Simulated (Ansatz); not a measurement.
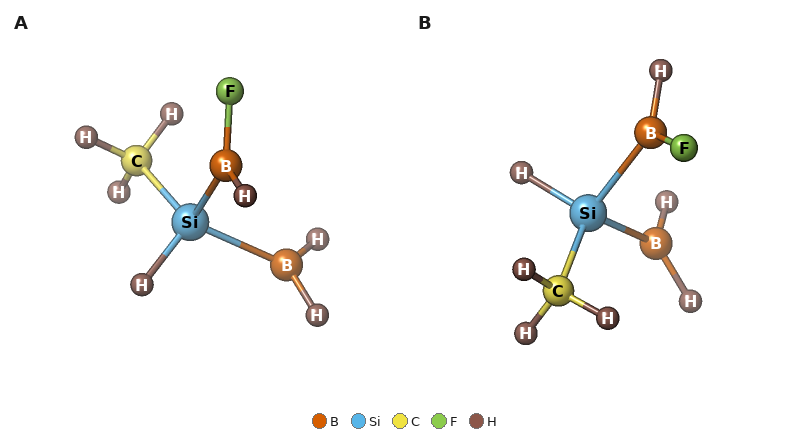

Distant atoms are faded towards the background colour. The geometry was computed by an optimisation with PBE0-D4/def2-TZVP. No frequency run is at hand to confirm it as a minimum.

Q: How are A and B related: the same structure turned, mirror images, conformers, diastereomers or constitutional isomers?

A: They are enantiomers, mirror images that no rotation superimposes: A is B[Si@H](C)BF (S), B is B[Si@@H](C)BF (R). Their energies are equal.
